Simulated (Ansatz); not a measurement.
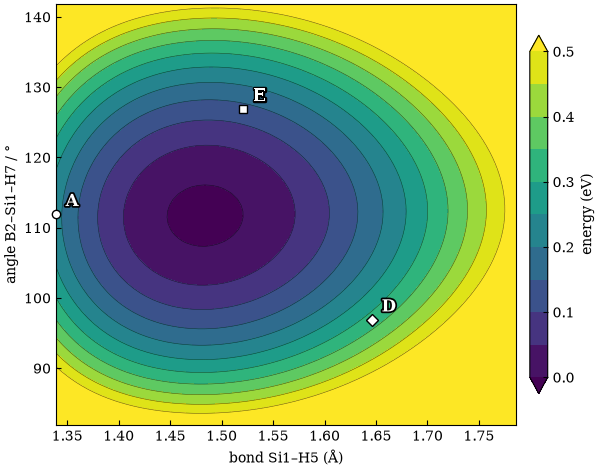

BCl₂H₃Si, SMILES [SiH3]B(Cl)Cl. Two internal coordinates are moved rigidly from the geometry relaxed at PBE0-D4/def2-TZVP, all others fixed. Coordinates scanned: (1) bond Si1–H5; (2) angle B2–Si1–H7. The scan uses a 5 × 5 grid. Points are written as (first, second). Energies are in eV, from the lowest grid point. Computed with RHF-CCSD(T), frozen core/def2-TZVPP in Ansatz 0.2.0.

The picture shows filled contours, one colour for all values above the top of the scale, lettered points. Between grid points the surface is interpolated.

What kind of point is each of D, E: minimum, saddle, maximum or slope?

Answer. D: on a slope; E: on a slope. (In these two coordinates alone; a stationary point may lie a little off the grid point.)

Rank the lettered points by energy, lowest first.

Answer. E (0.14 eV), A (0.22 eV), D (0.32 eV).
